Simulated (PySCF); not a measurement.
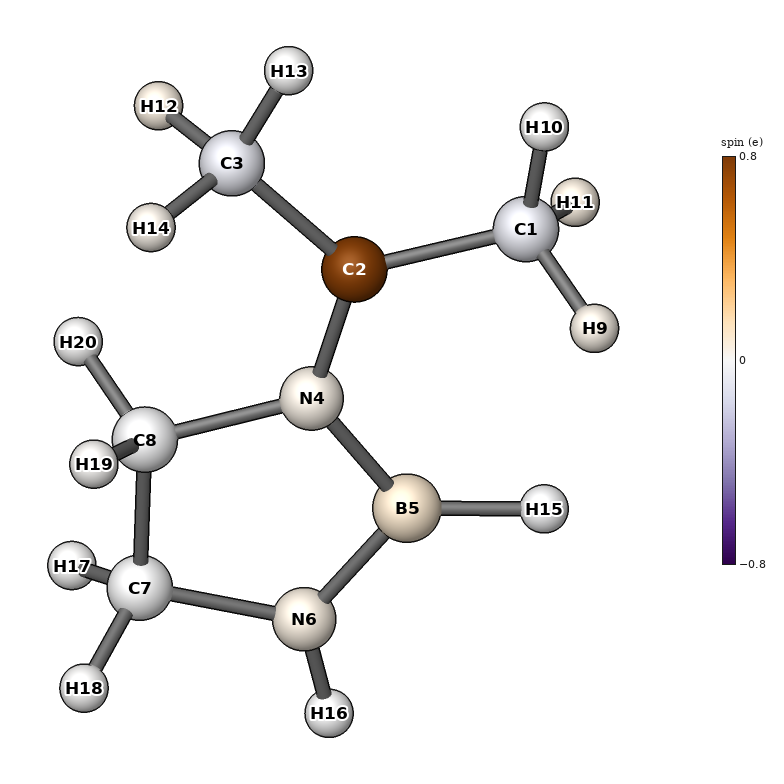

Atoms are coloured by their Mulliken spin populations. Charge 0, doublet. The computed structure is the end point of a GFN2-xTB optimisation. No frequency run is at hand to confirm it as a minimum. Method: UKS B3LYP, pcH-1 on B C H N, non-relativistic (PySCF 2.14.0).

Give the Mulliken spin populations atom by atom.

| atom | value (e) |
| --- | --- |
| C1 | −0.07 |
| C2 | 0.78 |
| C3 | −0.07 |
| N4 | 0.04 |
| B5 | 0.10 |
| N6 | 0.05 |
| C7 | 0.00 |
| C8 | −0.01 |
| H9 | 0.04 |
| H10 | 0.00 |
| H11 | 0.05 |
| H12 | 0.05 |
| H13 | 0.00 |
| H14 | 0.03 |
| H15 | −0.01 |
| H16 | 0.00 |
| H17 | 0.00 |
| H18 | 0.00 |
| H19 | 0.01 |
| H20 | 0.00 |

Mulliken values depend strongly on the basis set. The geometry is semi-empirical. Around B such bond lengths and angles can be off by a tenth of an ångström or more and by several degrees, and values that hang on the shape move with them.
